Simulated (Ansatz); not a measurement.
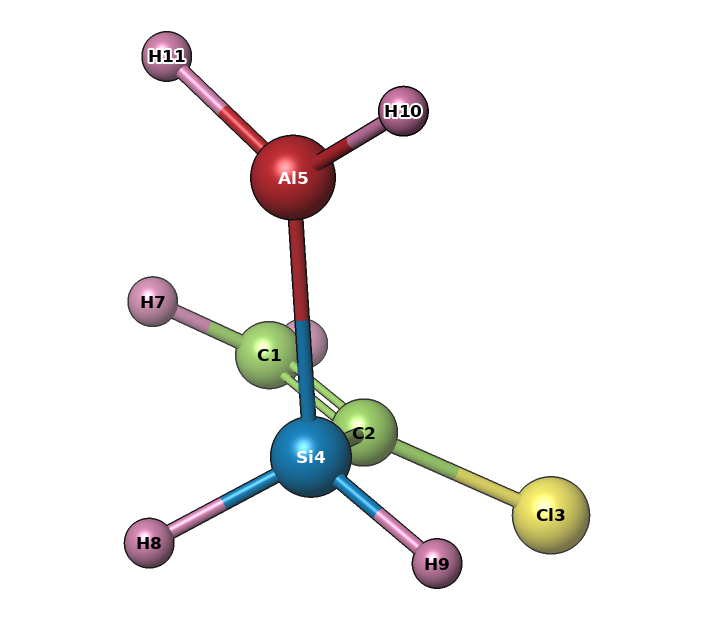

C2 lies behind Si4. The molecule seen a little off the Si4–C2 bond, Si4 in front. Distant atoms are faded towards the background colour. The geometry was computed by an optimisation with PBE-D4/def2-SVP. No frequency run is at hand to confirm it as a minimum.

**What is the torsion angle Al5–Si4–C2–Cl3? The sign is positive where the front bond must turn clockwise to cover the back bond.**

118°, anticlinal.
